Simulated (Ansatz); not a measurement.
# Lattice dynamics of Nb2NF2 monolayer

How does Nb2NF2 monolayer vibrate, and is this structure a minimum?

Program: Ansatz 0.2.0. Level of theory: DFT PBE, scalar-relativistic, plane waves, PAW. Results are calculated unless marked as measured.

### Step 1. Set-up

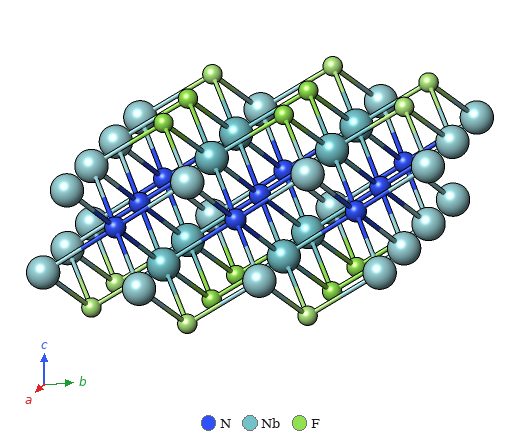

The starting structure, seen slightly off an axis (nitrogen blue, niobium teal, fluorine green). 2×2×1 cells are drawn. Some periodic images of atoms are drawn too.

The cell holds 5 atoms: 1 N, 2 Nb and 2 F. Cell: a = 3.130 Å, b = 3.130 Å, c = 20.000 Å, α = 90.0°, β = 90.0°, γ = 120.0°. Vacuum lies along c.

### Step 2. Rough relaxation

A rough relaxation comes first, because large forces or stress need no tight tolerances yet.

The program solves this slab on a cell height of its own, 33.2 Å, in place of the one typed.

input.yaml reads:

```yaml
crystal:
  lattice:
    - [3.13, 0.0, 0.0]
    - [-1.565, 2.71066, 0.0]
    - [0.0, 0.0, 20.0]
  atoms:
    - { symbol: "N", position: [0.0, 0.0, 0.5] }
    - { symbol: Nb, position: [0.333333, 0.666667, 0.56] }
    - { symbol: Nb, position: [0.666667, 0.333333, 0.44] }
    - { symbol: F, position: [0.666667, 0.333333, 0.6175] }
    - { symbol: F, position: [0.333333, 0.666667, 0.3825] }
  periodic: [true, true, false]
kpoints:
  mp_grid: { grid: [9, 9, 1] }
hamiltonian:
  xc: pbe
scf:
  occupations: { method: gaussian, width: 0.1 }
output:
  forces: true
  stress: true
  eigenvalues: true
relax:
  adjacent_minimum: "off"
  f_tol: 0.05
  max_steps: 80
  cell: { stress_2d_tol: 0.02 }
```

The run is started by

```bash
ansatz run input.yaml --threads 8 --pin off --max-ram 14336MiB --backend cpu --events-out ev --progress --plain --runs-dir out
```

Numbers of over 12 decimals in the logs are rounded to 6 here.

The program printed:

```text
[...]
cell:  # Å, volume = 310.0742 Å³
    - [3.283965, 0.0, 0]
    - [-1.641982, 2.843997, 0]
    - [0, 0, 33.2]
  atoms:
    - { symbol: N, position: [0, 0, 0.301205] }
    - { symbol: Nb, position: [0.333333, 0.666667, 0.331599] }
    - { symbol: Nb, position: [0.666667, 0.333333, 0.270810] }
    - { symbol: F, position: [0.666667, 0.333333, 0.371077] }
    - { symbol: F, position: [0.333333, 0.666667, 0.231332] }
[key lines of the parts left out:]
SCF converged after 7 iterations
Free energy (F): -11108.524392 eV
Fermi energy:    -3.967121 eV
P = ½ c Tr σ = 0.0083 N/m
```

Run time: 17 s. Hardware: 8 threads of Arm Neoverse V1, shared host; peak memory 0.87 GiB.

This run has no spin polarisation although its electron count is odd.

Relaxation path:

| step | energy less that of the first step (eV) | largest force component (eV/Å) | volume (Å³) |
| --- | --- | --- | --- |
| 1 | 0.0000 | 3.5370 | 281.68 |
| 2 | -0.8697 | 2.6126 | 284.75 |
| 3 | -0.5507 | 4.3541 | 291.28 |
| 4 | -1.2156 | 0.5838 | 297.00 |
| 5 | -1.2658 | 0.4318 | 302.39 |
| 6 | -1.2939 | 0.0973 | 307.86 |
| 7 | -1.2951 | 0.0206 | 307.96 |
| 8 | -1.2954 | 0.0048 | 307.65 |
| 9* | -1.3307 | 0.0029 | 307.65 |
| 10 | -1.3310 | 0.0226 | 309.49 |
| 11 | -1.3307 | 0.0234 | 309.94 |
| 12 | -1.3307 | 0.0027 | 310.07 |
| 13* | -1.3324 | 0.0029 | 310.07 |

Relaxation steps marked * repeat the geometry before them on a plane-wave basis chosen anew for their cell, so energy and pressure can jump there. Relaxation step 3 was tried and not accepted.

The run keeps the 12 symmetry operations that it works with, so distortions that break them were not tested.

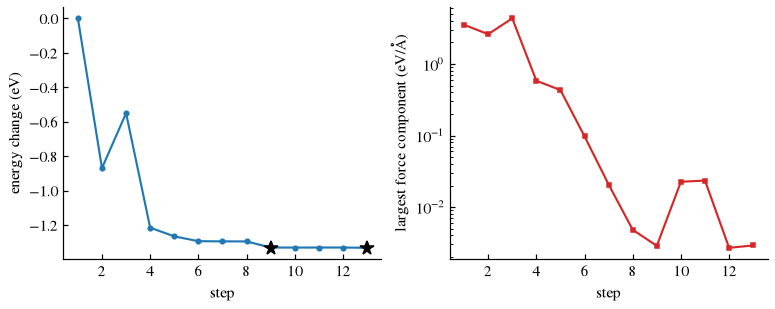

Energy and largest force along the relaxation. Stars mark steps on a basis chosen anew.

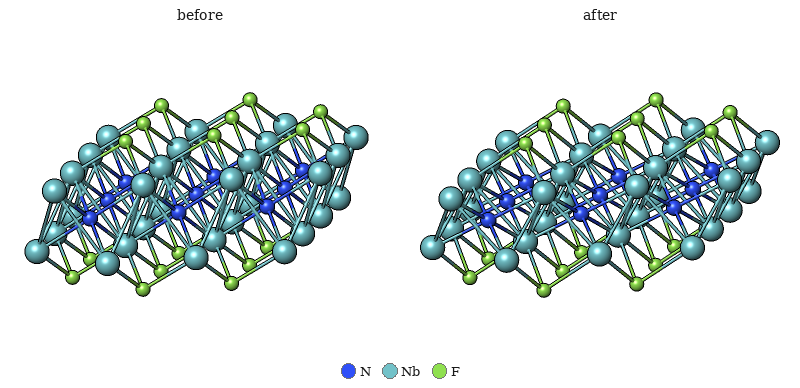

Before and after, at one scale.

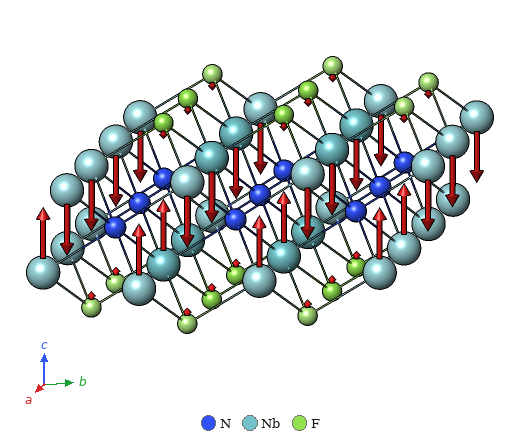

Displacements in the relaxation, exaggerated, measured against the changing cell; the longest in the cell stands for 0.19 Å. 2×2×1 cells are drawn. Some periodic images of atoms are drawn too.

```
cell as run  before  after  change
      a (Å)   3.130  3.284  +4.9 %
      b (Å)   3.130  3.284  +4.9 %
```

The atoms that moved most (Å, along periodic axes as changes of fractional coordinates times the final cell, across vacuum about the mean position):

```
atom     dx     dy      dz  length
 Nb2  0.000  0.000  -0.191   0.191
 Nb3  0.000  0.000   0.191   0.191
  F5  0.000  0.000   0.030   0.030
  F4  0.000  0.000  -0.030   0.030
```

Final coordinates:

```xyz
5
Lattice="3.2840 0.0000 0.0000 -1.6420 2.8440 0.0000 0.0000 0.0000 33.2000" Properties=species:S:1:pos:R:3
N     0.0000    0.0000   10.0000
Nb    0.0000    1.8960   11.0091
Nb    1.6420    0.9480    8.9909
F     1.6420    0.9480   12.3198
F     0.0000    1.8960    7.6802
```

This step gave:

| Quantity | Value |
| --- | --- |
| gap on the k-mesh | 0 eV |
| area per atom | 1.868 Å² |

The relaxation ends with a largest force component of 0.0029 eV/Å.

### Step 3. Bringing the structure to rest

Harmonic phonons are second derivatives at a point where the forces vanish, and they are wanted at zero stress, so atoms and cell are relaxed first.

input.yaml reads:

```yaml
crystal:
  lattice:
    - [3.2839647108, 0.0, 0.0]
    - [-1.6419823554, 2.8439968647, 0.0]
    - [0.0, 0.0, 33.2]
  atoms:
    - { symbol: "N", position: [0.0, 0.0, 0.3012048193] }
    - { symbol: Nb, position: [0.3333333333, 0.6666666667, 0.331599428] }
    - { symbol: Nb, position: [0.6666666667, 0.3333333333, 0.2708102105] }
    - { symbol: F, position: [0.6666666667, 0.3333333333, 0.3710774812] }
    - { symbol: F, position: [0.3333333333, 0.6666666667, 0.2313321574] }
  periodic: [true, true, false]
kpoints:
  mp_grid: { grid: [12, 12, 1] }
hamiltonian:
  xc: pbe
scf:
  occupations: { method: gaussian, width: 0.1 }
output:
  forces: true
  stress: true
  eigenvalues: true
  write_density: true
  write_potential: true
  elf: true
  volumetric_format: npy
relax:
  adjacent_minimum: "off"
  f_tol: 0.005
  max_steps: 80
  cell: { stress_2d_tol: 0.02 }
```

The program printed:

```text
[...]
Crystal: 5 atoms, lattice volume = 310.074 Å³
Basis set: ecut = 420 eV, 6195 PW (Γ), exchange–correlation on 48×48×450 points (8 copies of the dense FFT grid, shifted against one another)
Bands: 28, of which v1, the nominal top of the filled ones, is band 23 counted from 1 (22 counted from 0)
Symmetry: 12 space group operations
[...]
k-points: 19 of 144
[...]
SCF iter   1: F=—  HF=-11108.535786 eV  |F-HF|=—  |Δ(HF+E_count)|=         —  Δρ=4.58e-3  dr2=4.06e-2  ethr=1.77e-3  ⟨swp⟩=12.0  Hψ=3850  notcnv=0
[...]
SCF iter   9: F=-11108.533375 eV  HF=-11108.533375 eV  |F-HF|=2.13e-10  |Δ(HF+E_count)|=   7.05e-9  Δρ=8.67e-8  dr2=1.33e-11  ethr=1.00e-12  ⟨swp⟩=9.9  Hψ=4344  notcnv=0
SCF 1 converged in 9 iterations: F = -11108.533375 eV  dr2 = 1.33e-11
[...]
relax step   1: F+E_penalty+E_count = -11108.53337522 eV  Δ(F+E_penalty+E_count) = +0.000e0 eV  max|allowed force component| = 8.530e-2 eV/Å  Δτ_max = 0.0000 Å  P = -0.291 N/m  Ω = 310.074 Å³  fix = [c, alpha, beta]  reactions: c -0.000 N/m  (9 SCF iters, dr2 threshold 1.00e-7 eV, accepted)
Crystal: 5 atoms, lattice volume = 308.017 Å³
Basis set: ecut = 420 eV, 6135 PW (Γ), exchange–correlation on 48×48×450 points (8 copies of the dense FFT grid, shifted against one another)
[...]
SCF iter   5: F=-11108.534535 eV  HF=-11108.534534 eV  |F-HF|=1.76e-7  |Δ(HF+E_count)|=   8.63e-8  Δρ=5.08e-6  dr2=5.66e-8  ethr=1.01e-9  ⟨swp⟩=21.7  Hψ=6627  notcnv=0
SCF 2 converged in 5 iterations: F = -11108.534535 eV  dr2 = 5.66e-8
relax step   2: F+E_penalty+E_count = -11108.53453460 eV  Δ(F+E_penalty+E_count) = -1.159e-3 eV  max|allowed force component| = 1.776e-1 eV/Å  Δτ_max = 0.0216 Å  P = -0.128 N/m  Ω = 308.017 Å³  energy of the carried Pulay correction = +1.378e-3 eV  fix = [c, alpha, beta]  (5 SCF iters, dr2 threshold 4.55e-7 eV, rejected (line search))
Crystal: 5 atoms, lattice volume = 308.837 Å³
Basis set: ecut = 420 eV, 6159 PW (Γ), exchange–correlation on 48×48×450 points (8 copies of the dense FFT grid, shifted against one another)
[...]
SCF iter   9: F=-11108.535332 eV  HF=-11108.535332 eV  |F-HF|=9.46e-11  |Δ(HF+E_count)|=  4.55e-11  Δρ=1.25e-8  dr2=3.07e-13  ethr=1.00e-12  ⟨swp⟩=12.2  Hψ=3854  notcnv=0
SCF 3 converged in 9 iterations: F = -11108.535332 eV  dr2 = 3.07e-13
relax step   3: F+E_penalty+E_count = -11108.53533219 eV  Δ(F+E_penalty+E_count) = -1.957e-3 eV  max|allowed force component| = 6.106e-3 eV/Å  Δτ_max = 0.0103 Å  P = -0.083 N/m  Ω = 308.837 Å³  energy of the carried Pulay correction = +8.278e-4 eV  fix = [c, alpha, beta]  reactions: c -0.000 N/m  (9 SCF iters, accepted)
[...]
relax step   4: F+E_penalty+E_count = -11108.53550813 eV  Δ(F+E_penalty+E_count) = -1.759e-4 eV  max|allowed force component| = 5.895e-3 eV/Å  Δτ_max = 0.0005 Å  P = +0.028 N/m  Ω = 308.595 Å³  energy of the carried Pulay correction = +9.899e-4 eV  fix = [c, alpha, beta]  reactions: c +0.000 N/m  (5 SCF iters, dr2 threshold 7.96e-9 eV, accepted)
[...]
relax step   5: F+E_penalty+E_count = -11108.53549663 eV  Δ(F+E_penalty+E_count) = +1.150e-5 eV  max|allowed force component| = 1.060e-4 eV/Å  Δτ_max = 0.0006 Å  P = -0.000 N/m  Ω = 308.619 Å³  energy of the carried Pulay correction = +9.741e-4 eV  fix = [c, alpha, beta]  reactions: c -0.000 N/m  (5 SCF iters, dr2 threshold 2.17e-9 eV, accepted)
[...]
relax step   6: F+E_penalty+E_count = -11108.53459892 eV  Δ(F+E_penalty+E_count) = +8.977e-4 eV  max|allowed force component| = 1.736e-4 eV/Å  Δτ_max = 0.0000 Å  P = -0.023 N/m  Ω = 308.619 Å³  fix = [c, alpha, beta]  reactions: c -0.000 N/m  stress off target by 2.35e-2 N/m on what of the cell is left free  SCF on the basis re-selected at this cell (its energy is not comparable with the rows above)  (6 SCF iters)
[...]
relax step   7: F+E_penalty+E_count = -11108.53463977 eV  Δ(F+E_penalty+E_count) = -4.085e-5 eV  max|allowed force component| = 6.618e-5 eV/Å  Δτ_max = 0.0002 Å  P = -0.001 N/m  Ω = 308.560 Å³  energy of the carried Pulay correction = +3.956e-5 eV  fix = [c, alpha, beta]  reactions: c -0.000 N/m  (4 SCF iters, dr2 threshold 6.42e-10 eV, accepted)
[...]
SCF iter   1: F=—  HF=-11108.534787 eV  |F-HF|=—  |Δ(HF+E_count)|=         —  Δρ=1.31e-6  dr2=3.46e-9  ethr=8.14e-8  ⟨swp⟩=7.8  Hψ=6850  notcnv=0
eigensolver tolerance schedule: the retry pair's looser diagonalisation over-reported the residual by 10580.37 of it (diagonalisation noise at 0.38 of the residual, at the tolerance the schedule requests for it); recorded, not acted on — ethr = c·dr2/N_el stays at c = 1.0e-1
[...]
SCF iter   2: F=—  HF=-11108.534607 eV  |F-HF|=—  |Δ(HF+E_count)|=   1.80e-4  Δρ=1.59e-6  dr2=8.58e-9  ethr=7.70e-12  ⟨swp⟩=6.3  Hψ=2282  notcnv=0
[...]
SCF iter   6: F=-11108.534607 eV  HF=-11108.534607 eV  |F-HF|=4.37e-11  |Δ(HF+E_count)|=  2.00e-11  Δρ=8.53e-9  dr2=2.12e-13  ethr=1.00e-12  ⟨swp⟩=13.8  Hψ=4181  notcnv=0
SCF 8 converged in 6 iterations: F = -11108.534607 eV  dr2 = 2.12e-13
relax step   8: F+E_penalty+E_count = -11108.53460666 eV  Δ(F+E_penalty+E_count) = +3.311e-5 eV  max|allowed force component| = 5.570e-5 eV/Å  Δτ_max = 0.0000 Å  P = -0.001 N/m  Ω = 308.560 Å³  fix = [c, alpha, beta]  reactions: c -0.000 N/m  stress off target by 9.91e-4 N/m on what of the cell is left free  SCF on the basis re-selected at this cell (its energy is not comparable with the rows above)  (6 SCF iters)
[...]
WARN: The output density's exchange-correlation potential varies sharply where the density is thin. Do not read a vacuum level from v_tot or v_xc, or from such a field of the output density. On a cell that repeats whose density bears no net charge and no dipole along the vacuum's axis use v_es (v_loc + v_h of the components); under efield.dipole_correction with no amplitude use v_es + v_field, which holds any externa [...]
SCF converged after 6 iterations
Free energy (F): -11108.534607 eV
[...]
Internal energy: -11108.526187 eV  (E = F + TS)
E sigma→0 (E₀):  -11108.530397 eV
Entropy (-TS):   -0.008420 eV (-1.684 meV/atom)
Fermi energy:    -3.950455 eV
[...]
--- Forces (eV/Å), atoms counted from 1 ---
  atom   1  N      0.00000000    -0.00000000     0.00000000
  atom   2  Nb     0.00000000     0.00000000    -0.00005570
  atom   3  Nb    -0.00000000    -0.00000000     0.00005570
  atom   4  F     -0.00000000    -0.00000000    -0.00000190
  atom   5  F      0.00000000     0.00000000     0.00000190
  max |Σ_I F_I| component: 2.08e-17 eV/Å
--- 2D stress c σ (N/m, compression-positive) ---
       -0.000991       0.000000      -0.000000
        0.000000      -0.000991       0.000000
       -0.000000       0.000000      -0.000000
  P = ½ c Tr σ = -0.0010 N/m
--- Band table (eV; the first three rows and the last of 19) ---
  k-point 0: bands = [... 19 lower, -9.8367, -6.1902, -6.1902, -4.0481, -3.6377, -2.7085, -2.7085, -2.3045, ... 1 higher]
  k-point 1: bands = [... 19 lower, -9.8074, -6.3154, -6.0611, -4.0936, -3.4616, -2.8279, -2.7152, -2.5582, ... 1 higher]
  k-point 2: bands = [... 19 lower, -9.7870, -6.5933, -5.7018, -4.2776, -3.3854, -2.6694, -2.6002, -2.4765, ... 1 higher]
  k-point 18: bands = [... 19 lower, -9.9374, -5.4001, -5.4001, -5.3602, -2.2802, -2.2802, -1.9451, -0.9372, ... 1 higher]
--- Relaxed structure (6 steps of the walk, 5 accepted, 2 SCFs on fresh bases) ---
[...]
cell:  # Å, volume = 308.5599 Å³
    - [3.275936, 0.0, 0]
    - [-1.637968, 2.837044, 0]
    - [0, 0, 33.2]
  atoms:
    - { symbol: N, position: [0, 0, 0.30120481928] }
    - { symbol: Nb, position: [0.333333, 0.666667, 0.331776] }
    - { symbol: Nb, position: [0.666667, 0.333333, 0.270634] }
    - { symbol: F, position: [0.666667, 0.333333, 0.371414] }
    - { symbol: F, position: [0.333333, 0.666667, 0.230995] }
```

Elapsed: 16 s, on 8 threads; peak memory 0.93 GiB; 1.8 min of CPU time.

The steps of the relaxation:

| step | energy less that of the first step (eV) | largest force component (eV/Å) | volume (Å³) |
| --- | --- | --- | --- |
| 1 | 0.0000 | 0.0853 | 310.07 |
| 2 | -0.0012 | 0.1776 | 308.02 |
| 3 | -0.0020 | 0.0061 | 308.84 |
| 4 | -0.0021 | 0.0059 | 308.60 |
| 5 | -0.0021 | 0.0001 | 308.62 |
| 6* | -0.0012 | 0.0002 | 308.62 |
| 7 | -0.0013 | 0.0001 | 308.56 |
| 8* | -0.0012 | 0.0001 | 308.56 |

Relaxation steps marked * repeat the geometry before them on a plane-wave basis chosen anew for their cell, so energy and pressure can jump there. Relaxation step 2 was tried and not accepted.

Forces are held to the 12 operations that the run works with; a distortion that breaks them can't arise in this run.

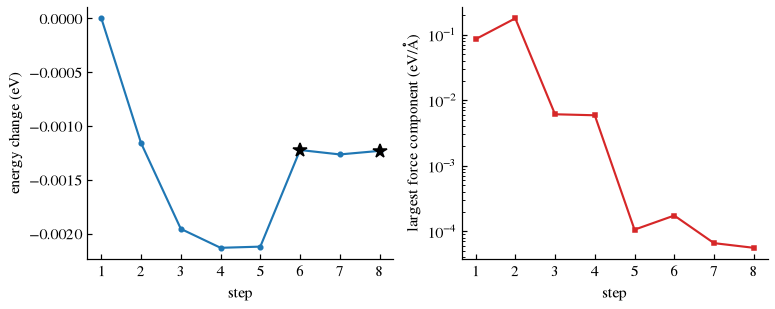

Energy and largest force along the relaxation. Stars mark steps on a basis chosen anew.

```csv
cell as run,before,after,change
a (Å),3.284,3.276,-0.2 %
b (Å),3.284,3.276,-0.2 %
```

The atoms that moved most (Å, along periodic axes as changes of fractional coordinates times the final cell, across vacuum about the mean position):

```
atom     dx     dy      dz  length
  F4  0.000  0.000   0.011   0.011
  F5  0.000  0.000  -0.011   0.011
 Nb2  0.000  0.000   0.006   0.006
 Nb3  0.000  0.000  -0.006   0.006
```

Final coordinates:

```xyz
5
Lattice="3.2759 0.0000 0.0000 -1.6380 2.8370 0.0000 0.0000 0.0000 33.2000" Properties=species:S:1:pos:R:3
N     0.0000    0.0000   10.0000
Nb    0.0000    1.8914   11.0150
Nb    1.6380    0.9457    8.9850
F     1.6380    0.9457   12.3310
F     0.0000    1.8914    7.6690
```

Numbers from this step:

* area per atom: 1.859 Å²

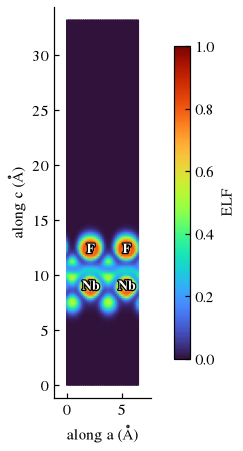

ELF in the ac plane at fractional y = 0.333, with atoms of Nb and F within 0.2 Å of it. It is the smooth field of the valence electrons, not physical close to the nuclei.

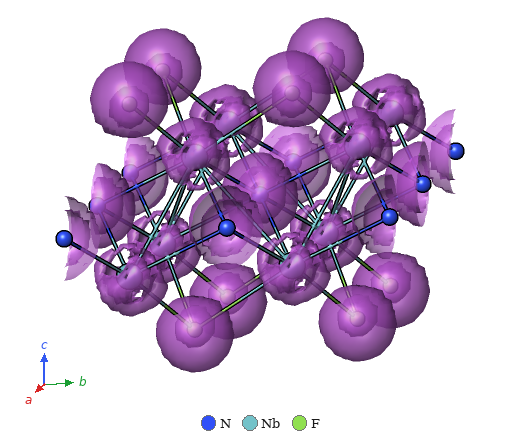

Surface of ELF = 0.75. 2×2×1 cells are drawn.

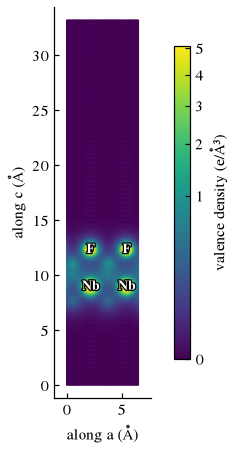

Valence density in the ac plane at fractional y = 0.333, with atoms of Nb and F within 0.2 Å of it. It is the smooth field of the valence electrons, not physical close to the nuclei. The colour scale is stretched toward low values.

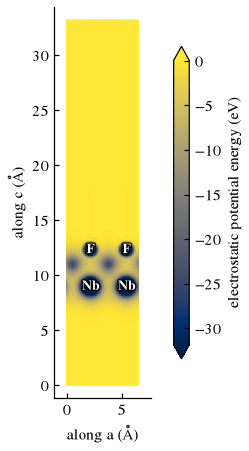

Electrostatic potential energy in the ac plane at fractional y = 0.333, with atoms of Nb and F within 0.2 Å of it. With pseudopotentials it is smooth inside the atoms' cores, unlike the true potential.

### Step 4. Relaxing to small forces for the phonons

Phonons need a cell at rest on their own settings, so the relaxation is repeated with tight tolerances on forces and stress, using the mesh and the filling of the phonon run that follows.

input.yaml reads:

```yaml
crystal:
  lattice:
    - [3.2759360545, 0.0, 0.0]
    - [-1.6379680272, 2.8370438444, 0.0]
    - [0.0, 0.0, 33.2]
  atoms:
    - { symbol: "N", position: [0.0, 0.0, 0.3012048193] }
    - { symbol: Nb, position: [0.3333333333, 0.6666666667, 0.3317756088] }
    - { symbol: Nb, position: [0.6666666667, 0.3333333333, 0.2706340298] }
    - { symbol: F, position: [0.6666666667, 0.3333333333, 0.3714143114] }
    - { symbol: F, position: [0.3333333333, 0.6666666667, 0.2309953272] }
  periodic: [true, true, false]
kpoints:
  mp_grid: { grid: [12, 12, 1] }
hamiltonian:
  xc: pbe
scf:
  occupations: { method: methfessel_paxton, width: 0.15 }
output:
  forces: true
  stress: true
  eigenvalues: true
relax:
  adjacent_minimum: "off"
  f_tol: 0.001
  max_steps: 60
  cell: { stress_2d_tol: 0.002 }
```

The program printed:

```text
[...]
Crystal: 5 atoms, lattice volume = 308.560 Å³
Basis set: ecut = 420 eV, 6159 PW (Γ), exchange–correlation on 48×48×450 points (8 copies of the dense FFT grid, shifted against one another)
Bands: 28, of which v1, the nominal top of the filled ones, is band 23 counted from 1 (22 counted from 0)
Symmetry: 12 space group operations
[...]
k-points: 19 of 144
[...]
cell:  # Å, volume = 308.1144 Å³
    - [3.273570, -2.884669480410564e-11, 0]
    - [-1.636785, 2.834995, 0]
    - [0, 0, 33.2]
  atoms:
    - { symbol: N, position: [0, 0, 0.3012048193] }
    - { symbol: Nb, position: [0.333333, 0.666667, 0.331829] }
    - { symbol: Nb, position: [0.666667, 0.333333, 0.270581] }
    - { symbol: F, position: [0.666667, 0.333333, 0.371505] }
    - { symbol: F, position: [0.333333, 0.666667, 0.230905] }
[key lines of the parts left out:]
SCF converged after 10 iterations
Free energy (F): -11108.529466 eV
Fermi energy:    -3.940490 eV
P = ½ c Tr σ = -0.0002 N/m
```

The job ended after 14 s (8 threads; peak memory 0.92 GiB).

Little changed from the start: no atom moved by 0.005 Å and no cell edge by 0.1 %.

Numbers from this step:

```yaml
area_per_atom: 1.856 Å²
```

The largest force component left is 0.011 meV/Å, within the tolerances set.

[end of part 1 of 2]

[Logs are printed without paths, hosts, clocks, repeated set-up lines and the standing remarks that a program may print on its own settings, such as how far it seeks lower states.]

[Hosts, paths, dates, database ids (printed as entryN), source tags and the programs' standing remarks are cut or masked in the printed files.]
